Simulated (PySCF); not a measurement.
Molecule: W(O)2(F)2, SMILES [O]=[W](=[O])([F])[F] (F2O2W). Atoms near the plane z = 0.0 Å, at the PBE0/def2-SVP optimised geometry (x, y, z in Å): W1 (-0.5, -0.8, 0.0), F4 (1.3, -0.8, 0.0), F5 (-1.3, 0.8, 0.0).

Calculation: PBE0/def2-TZVP, def2 effective core potentials past Kr (PySCF). The core electrons that the potentials of W replace are not part of the density. Cells within 0.4 Å of a nucleus heavier than hydrogen are left out (blank, or x). The values are rescaled to run from 0 to 1.

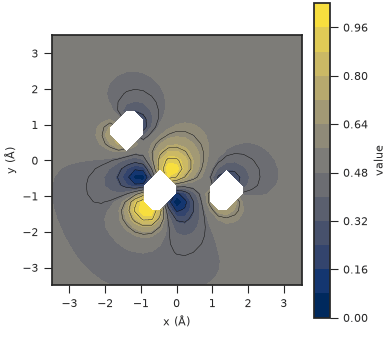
Fig. 1. a field on the plane z = 0.0 Å.

Question: Which quantity is mapped?
(A) log10 of the electron density
(B) electrostatic potential
(C) Laplacian of the electron density
(D) an orbital amplitude

Answer: D, an orbital amplitude. In full: LUMO amplitude (bohr^(-3/2)), clipped to [-0.25, 0.25].
